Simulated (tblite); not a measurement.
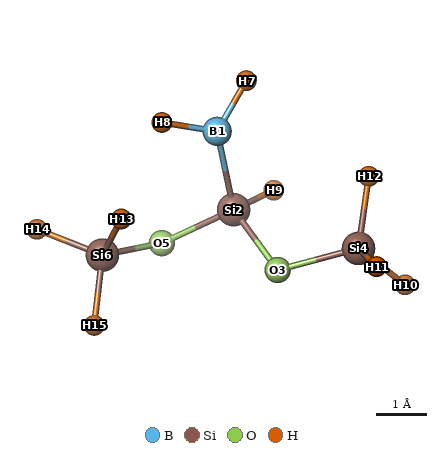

This is the input geometry for a relaxation of BSi$_{3}$H$_{9}$O$_{2}$. The picture is a ball-and-stick view, seen face on.

All numbers below come from tblite, GFN2-xTB geometry optimisation, gas phase.

```xyz
15

B    -0.2094    1.6899    0.4699
Si    0.0483    0.2007   -0.7329
O     0.9758   -1.0756   -0.0280
Si    2.6175   -0.6654    0.1732
O    -1.4316   -0.4246   -1.2645
Si   -2.5559   -0.7532   -0.0388
H     0.3711    2.7214    0.3187
H    -1.2941    1.8379    0.9553
H     0.7848    0.6801   -1.9167
H     3.4981   -1.3319   -0.7724
H     3.0619   -1.1383    1.5140
H     2.8258    0.7863    0.1808
H    -2.0986   -0.1237    1.2139
H    -3.8902   -0.2050   -0.3075
H    -2.7078   -2.1906    0.2131
```

Q: Predict the outcome.

A: The energy falls by 32.1 kcal/mol in 155 geometry steps. The largest move after the best rigid fit is that of H11, 1.68 Å. By element the largest moves are H 1.68 Å, O 1.42 Å, B 1.10 Å, Si 0.85 Å. Some distances before and after: Si2–O3 1.728 → 1.636 Å, O3–Si4 1.704 → 1.616 Å, Si2–O5 1.692 → 1.635 Å, B1–H8 1.198 → 1.169 Å. Among the angles between lasting bonds that change: Si2–O3–Si4 112.8° → 149.8°, Si2–O5–Si6 115.1° → 151.2°, B1–Si2–H9 108.4° → 123.1°. Groups turn about O3–Si4 by about 160°, Si2–O3 by about 145°, Si2–O5 by about 75°.

Step by step:

```json
{"step": "0", "E − E(0), kcal/mol": "0.00"}
{"step": "1", "E − E(0), kcal/mol": "-4.87"}
{"step": "2", "E − E(0), kcal/mol": "-9.38"}
{"step": "3", "E − E(0), kcal/mol": "-11.21"}
{"step": "4", "E − E(0), kcal/mol": "-15.17"}
{"step": "5", "E − E(0), kcal/mol": "-16.39"}
{"step": "6", "E − E(0), kcal/mol": "-19.14"}
{"step": "7", "E − E(0), kcal/mol": "-20.17"}
{"step": "8", "E − E(0), kcal/mol": "-21.48"}
{"step": "9", "E − E(0), kcal/mol": "-22.53"}
{"step": "10", "E − E(0), kcal/mol": "-23.71"}
{"step": "18", "E − E(0), kcal/mol": "-27.93"}
{"step": "25", "E − E(0), kcal/mol": "-29.17"}
{"step": "33", "E − E(0), kcal/mol": "-29.57"}
{"step": "41", "E − E(0), kcal/mol": "-29.90"}
{"step": "48", "E − E(0), kcal/mol": "-30.08"}
{"step": "56", "E − E(0), kcal/mol": "-30.12"}
{"step": "63", "E − E(0), kcal/mol": "-30.14"}
{"step": "71", "E − E(0), kcal/mol": "-30.17"}
{"step": "79", "E − E(0), kcal/mol": "-30.27"}
{"step": "86", "E − E(0), kcal/mol": "-30.51"}
{"step": "94", "E − E(0), kcal/mol": "-30.67"}
{"step": "102", "E − E(0), kcal/mol": "-30.86"}
{"step": "109", "E − E(0), kcal/mol": "-31.05"}
{"step": "117", "E − E(0), kcal/mol": "-31.24"}
{"step": "124", "E − E(0), kcal/mol": "-31.40"}
{"step": "132", "E − E(0), kcal/mol": "-31.79"}
{"step": "140", "E − E(0), kcal/mol": "-32.03"}
{"step": "147", "E − E(0), kcal/mol": "-32.07"}
{"step": "155", "E − E(0), kcal/mol": "-32.07"}
```

The structure at the end:

```xyz
15

B    -0.2445    2.7236    0.0972
Si   -0.0114    0.9971   -0.7875
O     1.3391    0.2901   -0.1931
Si    2.0991   -1.0222    0.3662
O    -1.2992    0.0359   -0.4858
Si   -1.9443   -1.3189    0.1122
H    -0.1135    3.7234   -0.4945
H    -0.5201    2.8170    1.2296
H     0.1439    0.8540   -2.2430
H     2.0916   -2.0688   -0.6566
H     1.4236   -1.4829    1.5805
H     3.4463   -0.5244    0.6403
H    -1.7253   -1.3495    1.5598
H    -3.3614   -1.1839   -0.2206
H    -1.3282   -2.4826   -0.5266
```

After the run, drawn alike:

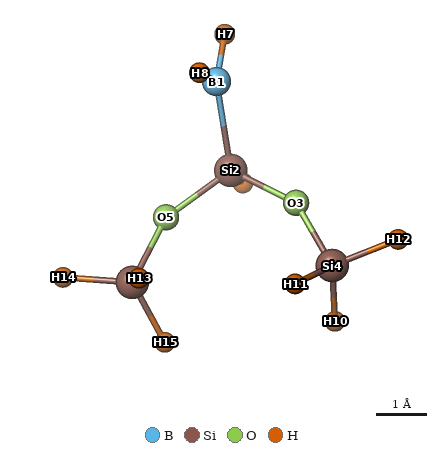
